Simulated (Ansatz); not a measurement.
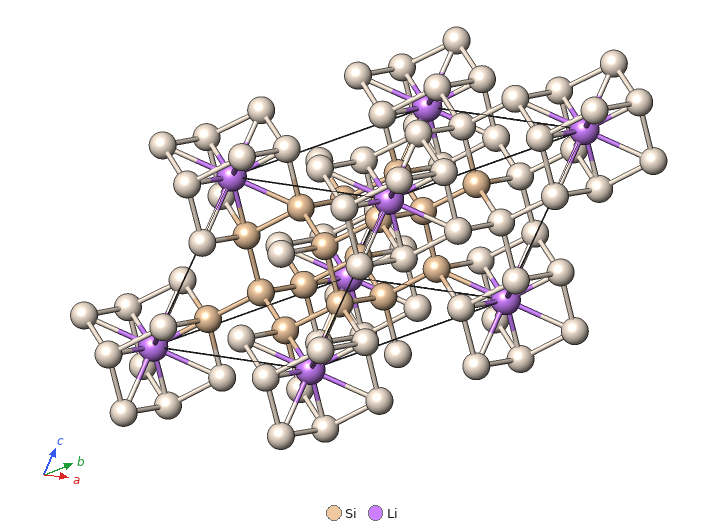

View from a general direction, drawn as a ball-and-stick model. The box is the simulation cell; atoms on or close to its faces, edges and corners are drawn wherever they repeat. Bonded atoms from the next cells complete the picture, in fainter colours. Cell: a = 7.736 Å, b = 7.736 Å, c = 7.736 Å, α = 60.00°, β = 60.00°, γ = 60.00°.

Explain the picture.

- The structure is one of LiSi$_{16}$.
- In the cell are 1 Li, 16 Si, which makes 1 formula unit.
- The coordination shell of Li holds ten Si at about 2.4 to 2.8 Å.
- The bonds build a three-dimensional framework.

Origin of the cell: a structure listed in the Materials Project, repeated into a supercell with a point defect put in. The atoms were relaxed in a fixed cell with DFT PBE, scalar-relativistic, plane waves, PAW in Ansatz.
